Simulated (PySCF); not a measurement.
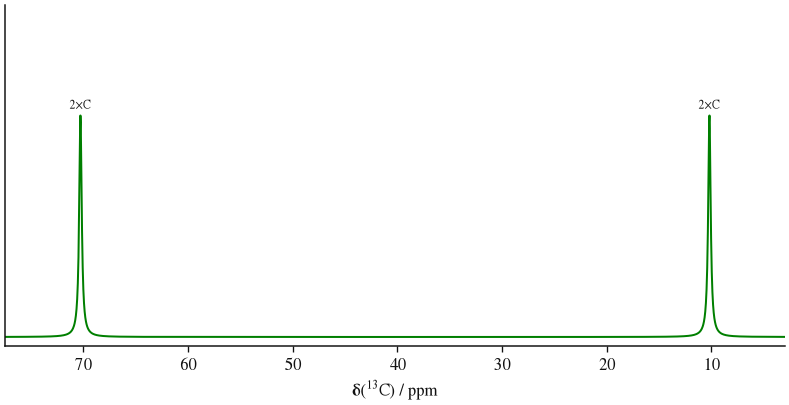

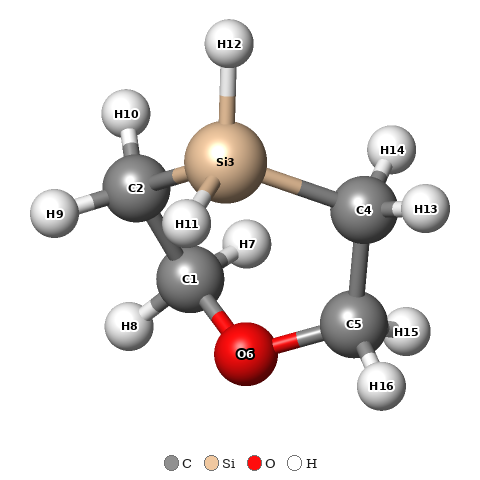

Spectrum and numbered structure of C₄H₁₀OSi, SMILES C1C[SiH2]CCO1. GIAO shifts, BLYP/pcSseg-1 with PySCF 2.14.0, at a PBE0-D3(BJ)/def2-SVP geometry (no frequency check), against TMS for ¹³C computed at the same level. Gas phase, fully decoupled, line heights follow the number of nuclei, widths are arbitrary (no quadrupolar broadening); values of one conformer, averaged over nuclei that symmetry, rotation about single bonds or ring flips exchange, these motions taken as fast; other conformers aren't averaged in.

> Assign the ¹³C signals to the numbered atoms.

```tsv
δ (ppm)	nuclei	atoms
70.3	2	C1, C5
10.2	2	C2, C4
```
